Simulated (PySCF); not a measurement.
Te(Me)(OMe), C2H6OTe, SMILES CO[Te]C, CAM-B3LYP/def2-SVP optimised geometry. Atoms within 1.6 Å of the plane z = 0.8 Å (x, y, z in Å): Te1 (-1.25, -1.28, 0.00), C2 (-1.44, 0.86, 0.00), H3 (-2.49, 1.09, 0.22), H5 (-0.80, 1.26, 0.79), O6 (0.75, -1.28, 0.00).

Calculation: PySCF 2.14.0 with CAM-B3LYP/def2-TZVP, def2 effective core potentials past Kr. The core electrons that the potentials of Te replace are not part of the density.

Map of the electrostatic potential (hartree/e), clipped to [-0.08, 0.12] on the plane z = 0.8 Å:

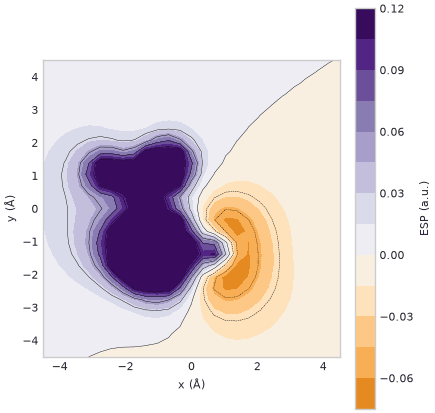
Figure. Electrostatic potential (hartree/e), clipped to [-0.08, 0.12] on the plane z = 0.8 Å.
